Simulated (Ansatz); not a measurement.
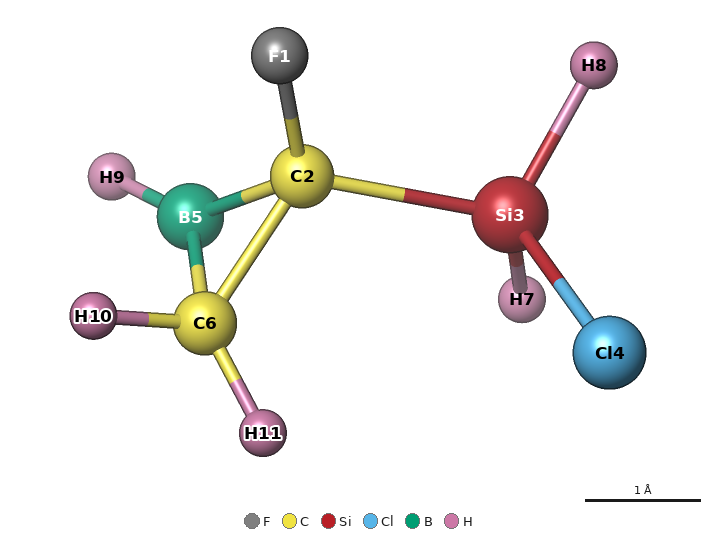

Orthographic view. Distant atoms are faded towards the background colour. Computed geometry: PBE-D4/def2-SVP optimisation. No frequency run is at hand to confirm it as a minimum.

Write a Z-matrix (Å, degrees) in the order of the atom numbers, with these reference atoms: 2 to 1; 3 to 2, 1; 4 to 3, 2, 1; 5 to 2, 1, 3; 6 to 5, 2, 1; 7 to 3, 2, 1; 8 to 3, 7, 2; 9 to 5, 6, 2; 10 to 6, 5, 9; 11 to 6, 10, 5.

```
F  
C    1   1.391
Si   2   1.886   1   113.6
Cl   3   2.088   2   111.1   1    83.4
B    2   1.537   1   123.8   3  -147.3
C    5   1.535   2    60.2   1  -109.6
H    3   1.503   2   109.4   1  -158.2
H    3   1.497   7   111.2   2  -120.3
H    5   1.204   6   146.2   2  -158.5
H    6   1.114   5   105.9   9   -45.9
H    6   1.104  10   111.2   5  -155.0
```
